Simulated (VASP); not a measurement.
Band structure of KCl (rock salt). Method: PW91 GGA, VASP's PBE PAW potentials (set 64) (plane waves; VASP 6.6.1).

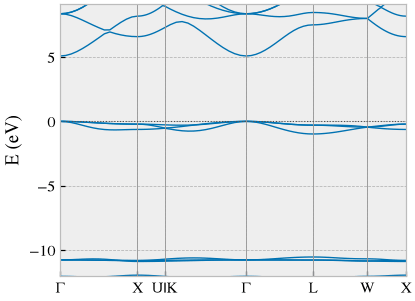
Figure: Bands along high-symmetry lines, zero at the valence-band maximum or, without a gap, the Fermi level

Read the plot: is there a gap, and where are the band edges?

The gap is direct, 5.08 eV, from the valence maximum at Γ to the conduction minimum at Γ. (Edges off the drawn lines would not show.)

Measured: gap 8.50 eV (computed value off by -3.42 eV), as given by David Koller et al., Journal of Physics Condensed Matter (2013), arXiv:1304.4470.

The compound is KCl in the rock salt structure. It was relaxed first.
